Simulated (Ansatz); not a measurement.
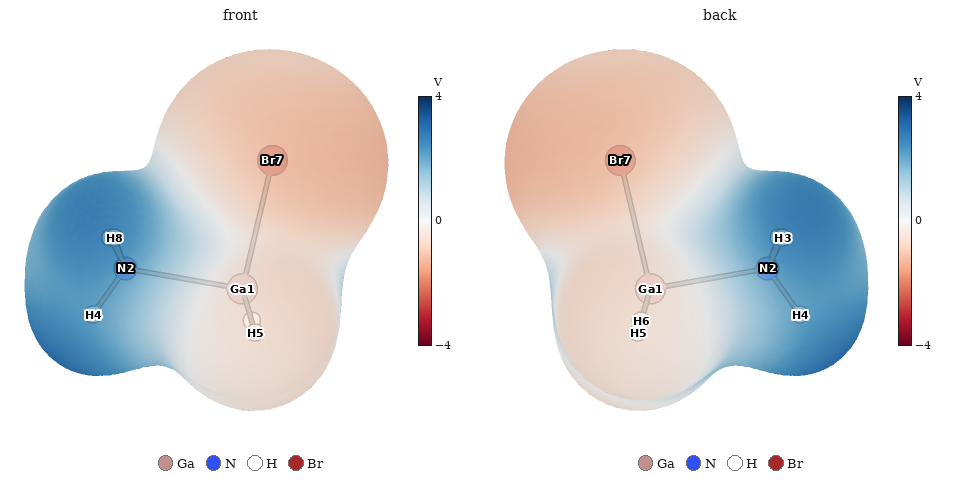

Figure 1: BrGaH5N. The molecular electrostatic potential painted on the density surface at 0.002 e/bohr³, seen from the front and from behind; the colour scale runs from red (negative) to blue (positive).

All numbers below come from RKS B3LYP-D4/def2-mTZVP (Ansatz 0.2.0).

```xyz
8

Ga   -0.0463    0.4935    0.0351
N     0.0113    0.1921    2.1591
H    -0.9290    0.2926    2.5366
H     0.3822   -0.7064    2.4633
H     1.4735    0.3776   -0.3407
H    -1.1833   -0.4994   -0.3971
Br   -0.7968    2.7533    0.2429
H     0.5790    0.9286    2.5741
```

### Describe the electrostatic potential map.

The most negative region (about −1.3 V) lies over Br7, the most positive (about +3.0 V) over H4.
